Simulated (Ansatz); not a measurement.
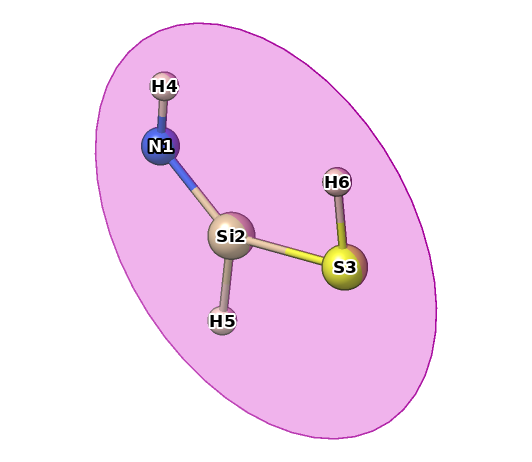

A disc through the centre of mass is drawn in. Depth is shown by fading: the farther an atom, the more it takes the colour of the background. The computed structure is the end point of a PBE-D4/def2-SVP optimisation. No frequency run is at hand to confirm it as a minimum.

Question: Is the plane of the disc a mirror plane of the structure?

Answer: Yes. The reflection leaves N1, Si2, S3, H4, H5, H6 in place. The point group is Cs.
